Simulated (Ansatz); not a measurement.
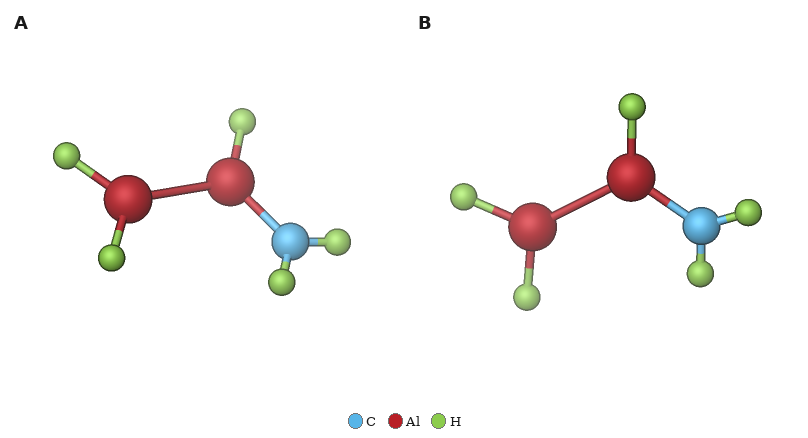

Atoms fade into the background with distance from the viewer. State: charge −1, singlet. The geometry was computed by an optimisation with PBE-D4/def2-SVPD. No frequency run is at hand to confirm it as a minimum.

### Can A be turned into B by a rotation alone?

Yes. They are the same structure, CH5Al2 (charge −1), seen from two directions. With point group Cs it is achiral, so its mirror image would be the same too.
